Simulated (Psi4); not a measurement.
**doublet [C4H6]+: levels of theory compared**

Aim: a comparison of 3 runs (U-wB97X/6-31G*, UBHLYP/6-31G*, UCAM-B3LYP/6-31G*) of doublet [C4H6]+. 

Program for the calculation: Psi4 1.11.

### Step 1. The structure to begin with

[C4H6]+: 10 atoms, total charge +1, spin state doublet. SMILES of the parent species: `C=CC=C`. Geometry: relaxed at PBE0-D4/def2-TZVP. That shape belongs to the parent species and isn't relaxed for this state.

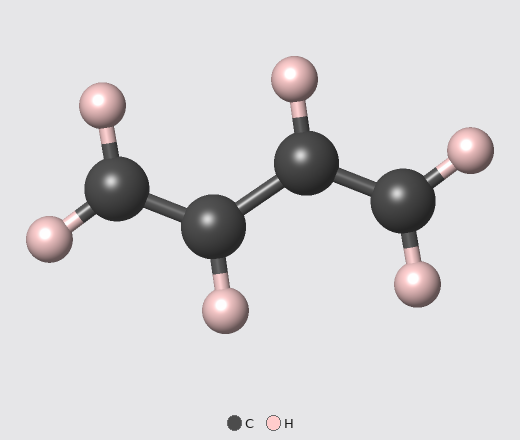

The structure, seen from a chosen angle (carbon dark grey, hydrogen pink).

### Step 2. Energy and gradient at U-wB97X/6-31G(d) (spherical functions) (run 1)

File input.json:

```json
{
 "schema_name": "qcschema_input",
 "schema_version": 1,
 "molecule": {
  "schema_name": "qcschema_molecule",
  "schema_version": 2,
  "symbols": ["C", "C", "C", "C", "H", "H", "H", "H", "H", "H"],
  "geometry": [-2.34080375, 1.54428419, -2.02465257, -1.04388471, 0.85680182, 0.02022007, 1.07544314, -0.87588806, -0.01927521, 2.3721732, -1.56374837, 2.02578641, -1.86081331, 0.81844038, -3.88187541, -3.91551253, 2.84668343, -1.911269, -1.56998446, 1.61609378, 1.85722284, 1.60173186, -1.63499104, -1.85627797, 1.89161585, -0.83828251, 3.88319821, 3.94688198, -2.86595864, 1.91240284],
  "molecular_charge": 1,
  "molecular_multiplicity": 2,
  "fix_symmetry": "c1"
 },
 "driver": "gradient",
 "model": {
  "method": "wb97x",
  "basis": "6-31G*"
 },
 "keywords": {
  "reference": "uks",
  "puream": true,
  "e_convergence": 1e-09,
  "d_convergence": 1e-08,
  "scf_type": "pk",
  "dft_radial_points": 99,
  "dft_spherical_points": 590,
  "maxiter": 200,
  "scf_properties": ["WIBERG_LOWDIN_INDICES", "MULLIKEN_CHARGES", "QUADRUPOLE"]
 }
}
```

Run with:

```
$ psi4 --qcschema input.json -n 1 --memory 1600MB
```

stdout:

```text
[...]
  Running in c1 symmetry.
[...]
  Nuclear repulsion =  104.141005071565644
[...]
  Multiplicity = 2
[...]
  Nalpha       = 15
  Nbeta        = 14
[...]
    Number of basis functions: 68
[...]
   @UKS iter   1:  -155.57448479226952   -5.23819e-01   3.61161e-03 DIIS/ADIIS
[...]
   @UKS iter  12:  -155.61510785748601   -5.17275e-12   5.56706e-09 DIIS
[...]
   @S^2 Observed:                7.931703544E-01
[...]
  @UKS Final Energy:  -155.61510785748601
   => Energetics <=
    Nuclear Repulsion Energy =            104.1410050715656439
    One-Electron Energy =                -406.6586228762816404
    Two-Electron Energy =                 163.0993015019345194
    DFT Exchange-Correlation Energy =     -16.1967915547045216
    Empirical Dispersion Energy =           0.0000000000000000
    VV10 Nonlocal Energy =                  0.0000000000000000
    Total Energy =                       -155.6151078574860094
[...]
  Mulliken Charges: (a.u.)
   Center  Symbol    Alpha    Beta     Spin     Total
       1     C     3.37782  2.87850  0.49932 -0.25633
       2     C     3.05724  3.01330  0.04394 -0.07054
       3     C     3.05728  3.01326  0.04401 -0.07054
       4     C     3.37786  2.87844  0.49943 -0.25630
       5     H     0.35298  0.37282 -0.01985  0.27420
       6     H     0.34520  0.36610 -0.02090  0.28870
       7     H     0.36673  0.36933 -0.00260  0.26394
       8     H     0.36672  0.36933 -0.00261  0.26395
       9     H     0.35297  0.37282 -0.01985  0.27421
      10     H     0.34520  0.36610 -0.02090  0.28871
[...]
  -Total Gradient:
     Atom            X                  Y                   Z
    ------   -----------------  -----------------  -----------------
       1        0.023414016570    -0.010579381458     0.046980306125
       2       -0.050040642715     0.030204425846    -0.058483420580
       3        0.049989794789    -0.030186059785     0.058401428977
       4       -0.023305618880     0.010506367393    -0.046963656931
       5        0.000067506364     0.000452907362     0.002872566200
       6        0.002083231237    -0.001764706292    -0.000346743156
       7        0.000949954593    -0.000992586265    -0.001214982647
       8       -0.000952425272     0.000995635057     0.001222017291
       9       -0.000088513195    -0.000430886932    -0.002815178781
      10       -0.002117319665     0.001794283850     0.000347657169
[...]
```

It took 41 s on 1 thread of Intel Xeon Platinum 8259CL at 2.50GHz (Skylake/Cascade Lake), shared host; peak memory 1.2 GiB.

### Step 3. Energy and gradient at UBHLYP/6-31G(d) (spherical functions) (run 2)

File job.py:

```python
import psi4

psi4.set_memory('1600 MB')
psi4.set_num_threads(1)
psi4.set_output_file('c4h6.out', False)

m = psi4.geometry("""
1 2
C
C 1 1.332028
C 2 1.44876 1 124.05423
C 3 1.332112 2 124.05425 1 -179.98806
H 1 1.085332 2 121.22431 3 0.0092
H 1 1.083045 5 117.09299 2 -179.98705
H 2 1.088085 1 119.54407 6 -0.00228
H 3 1.088073 4 119.54292 2 -179.99821
H 4 1.085422 3 121.22025 8 -179.99818
H 4 1.082981 9 117.09665 3 179.99187
symmetry c1
no_reorient
no_com
""")

options = {'basis': '6-31G*', 'reference': 'uks', 'puream': True, 'e_convergence': 1e-09, 'd_convergence': 1e-08, 'scf_type': 'pk', 'dft_radial_points': 99, 'dft_spherical_points': 590, 'maxiter': 200}
psi4.set_options(options)

energy_value, wavefunction = psi4.gradient("BHHLYP", molecule=m, return_wfn=True)
psi4.oeprop(wavefunction, "LOWDIN_CHARGES", "QUADRUPOLE", "DIPOLE")
print('gradient / Eh bohr^-1')
print(energy_value.np.round(6))
print(f'energy = {wavefunction.energy():.10f} Eh')
```

Run with:

```
$ python job.py
```

c4h6.out:

```text
[...]
  Running in c1 symmetry.
[...]
  Nuclear repulsion =  104.141000231634081
[...]
  Multiplicity = 2
[...]
  Nalpha       = 15
  Nbeta        = 14
[...]
    Number of basis functions: 68
[...]
   @UKS iter   1:  -155.51191864749913   -4.03462e-01   4.48508e-03 ADIIS/DIIS
[...]
   @UKS iter  12:  -155.57087549652428   -1.29319e-11   8.69122e-09 DIIS
[...]
   @S^2 Observed:                7.918200690E-01
[...]
    Orbital Energies [Eh]
    ---------------------
    Alpha Occupied:
       1A    -10.857788     2A    -10.857763     3A    -10.853752
       4A    -10.853269     5A     -1.185545     6A     -1.113396
       7A     -0.945097     8A     -0.876525     9A     -0.790314
      10A     -0.783066    11A     -0.715200    12A     -0.692510
      13A     -0.643585    14A     -0.640164    15A     -0.550402
    Alpha Virtual:
      16A     -0.235398    17A     -0.103775    18A     -0.044070
      19A     -0.031126    20A     -0.024893    21A      0.021161
      22A      0.038034    23A      0.062661    24A      0.160740
      25A      0.176388    26A      0.233655    27A      0.304088
[...]
  @UKS Final Energy:  -155.57087549652428
   => Energetics <=
    Nuclear Repulsion Energy =            104.1410002316340808
    One-Electron Energy =                -406.6089028467544608
    Two-Electron Energy =                 159.1306572142285916
    DFT Exchange-Correlation Energy =     -12.2336300956325275
    Empirical Dispersion Energy =           0.0000000000000000
    VV10 Nonlocal Energy =                  0.0000000000000000
    Total Energy =                       -155.5708754965242804
[...]
  -Total Gradient:
     Atom            X                  Y                   Z
    ------   -----------------  -----------------  -----------------
       1        0.000016019392     0.006759766811     0.053331052899
       2        0.000000043846     0.013146806760    -0.081165129107
       3       -0.000005745748    -0.013152856143     0.081068550204
       4       -0.000006247079    -0.006855945777    -0.053242529246
       5       -0.000008667757    -0.003903474536    -0.001088628040
       6       -0.000005099975     0.003081999895    -0.002119369472
       7       -0.000000393461     0.003980326547     0.003158627568
       8        0.000001079890    -0.003972941858    -0.003154750066
       9        0.000002008507     0.003960982635     0.001117543954
      10        0.000007001944    -0.003044664458     0.002094631499
[...]
```

Standard output:

```text
gradient / Eh bohr^-1
[[ 1.6000e-05  6.7600e-03  5.3331e-02]
 [ 0.0000e+00  1.3147e-02 -8.1165e-02]
 [-6.0000e-06 -1.3153e-02  8.1069e-02]
 [-6.0000e-06 -6.8560e-03 -5.3243e-02]
 [-9.0000e-06 -3.9030e-03 -1.0890e-03]
 [-5.0000e-06  3.0820e-03 -2.1190e-03]
 [-0.0000e+00  3.9800e-03  3.1590e-03]
 [ 1.0000e-06 -3.9730e-03 -3.1550e-03]
 [ 2.0000e-06  3.9610e-03  1.1180e-03]
 [ 7.0000e-06 -3.0450e-03  2.0950e-03]]
energy = -155.5708754965 Eh
```

It took 33 s on 1 thread of Intel Xeon Platinum 8259CL at 2.50GHz (Skylake/Cascade Lake), shared host; peak memory 1.2 GiB.

### Step 4. Energy and forces at UCAM-B3LYP/6-31G(d) (spherical functions) (run 3)

File job.json:

```json
{
 "schema_name": "qcschema_input",
 "schema_version": 1,
 "molecule": {
  "schema_name": "qcschema_molecule",
  "schema_version": 2,
  "symbols": ["C", "C", "C", "C", "H", "H", "H", "H", "H", "H"],
  "geometry": [-2.34080375, 1.54428419, -2.02465257, -1.04388471, 0.85680182, 0.02022007, 1.07544314, -0.87588806, -0.01927521, 2.3721732, -1.56374837, 2.02578641, -1.86081331, 0.81844038, -3.88187541, -3.91551253, 2.84668343, -1.911269, -1.56998446, 1.61609378, 1.85722284, 1.60173186, -1.63499104, -1.85627797, 1.89161585, -0.83828251, 3.88319821, 3.94688198, -2.86595864, 1.91240284],
  "molecular_charge": 1,
  "molecular_multiplicity": 2,
  "fix_symmetry": "c1",
  "fix_com": true,
  "fix_orientation": true
 },
 "driver": "gradient",
 "model": {
  "method": "cam-b3lyp",
  "basis": "6-31G*"
 },
 "keywords": {
  "reference": "uks",
  "puream": true,
  "e_convergence": 1e-09,
  "d_convergence": 1e-08,
  "scf_type": "pk",
  "dft_radial_points": 99,
  "dft_spherical_points": 590,
  "maxiter": 200
 }
}
```

Run with:

```
$ psi4 --qcschema job.json -n 1 --memory 1600MB
```

stdout:

```text
[...]
  Running in c1 symmetry.
[...]
  Nuclear repulsion =  104.141005071565658
[...]
  Multiplicity = 2
[...]
  Nalpha       = 15
  Nbeta        = 14
[...]
    Number of basis functions: 68
[...]
   @UKS iter   1:  -155.49795920115025   -4.06354e-01   4.88896e-03 ADIIS/DIIS
[...]
   @UKS iter  12:  -155.56396472022223   -7.90124e-12   6.97602e-09 DIIS
[...]
   @S^2 Observed:                7.824346096E-01
[...]
  @UKS Final Energy:  -155.56396472022223
   => Energetics <=
    Nuclear Repulsion Energy =            104.1410050715656581
    One-Electron Energy =                -406.6945303448583218
    Two-Electron Energy =                 163.9588074499105232
    DFT Exchange-Correlation Energy =     -16.9692468968400689
    Empirical Dispersion Energy =           0.0000000000000000
    VV10 Nonlocal Energy =                  0.0000000000000000
    Total Energy =                       -155.5639647202222307
[...]
 Multipole Moments:
 ------------------------------------------------------------------------------------
     Multipole            Electronic (a.u.)      Nuclear  (a.u.)        Total (a.u.)
 ------------------------------------------------------------------------------------
 L = 1.  Multiply by 2.5417464519 to convert [e a0] to [Debye]
 Dipole X            :         -0.4556876            0.4714867            0.0157991
 Dipole Y            :          0.2795503           -0.2893171           -0.0097668
 Dipole Z            :         -0.0152768            0.0158737            0.0005969
 Magnitude           :                                                    0.0185838
[...]
  -Total Gradient:
     Atom            X                  Y                   Z
    ------   -----------------  -----------------  -----------------
       1        0.022326896473    -0.010062131227     0.044939010781
       2       -0.048287849610     0.029235631276    -0.055939746304
       3        0.048237669730    -0.029217052568     0.055858929452
       4       -0.022219809140     0.009989546488    -0.044922699320
       5        0.000344017507     0.000125790204     0.002306682504
       6        0.001711065061    -0.001430063471    -0.000171676561
       7        0.000641531530    -0.000600890602    -0.000434628315
       8       -0.000643841757     0.000603942618     0.000441443661
       9       -0.000365038871    -0.000104056198    -0.002249896426
      10       -0.001744641135     0.001459282878     0.000172580730
[...]
```

Run time: 47 s. Hardware: 1 thread of Intel Xeon Platinum 8259CL at 2.50GHz (Skylake/Cascade Lake), shared host; peak memory 1.2 GiB.

### Step 5. Overview of the runs

```csv
run,level,energy (Eh),HOMO energy (eV),LUMO energy (eV),⟨S²⟩,wall time
1,U-wB97X/6-31G* (spherical functions),-155.615108,-16.32,-8.68,0.793,41 s
2,UBHLYP/6-31G* (spherical functions),-155.570875,-14.98,-9.64,0.792,33 s
3,UCAM-B3LYP/6-31G* (spherical functions),-155.563965,-15.29,-9.70,0.782,47 s
```

### Step 6. Outcome

```
                                 quantity          value
                      run 3: total energy  -155.56396 Eh
run 3: HOMO energy (highest over α and β)      -15.29 eV
 run 3: LUMO energy (lowest over α and β)       -9.70 eV
                              run 3: ⟨S²⟩          0.782
          run 3: largest force on an atom     4.087 eV/Å
```

**Reading.** Totals of different functionals can't be ranked against each other. All runs together took 2 min, the longest 47 s.
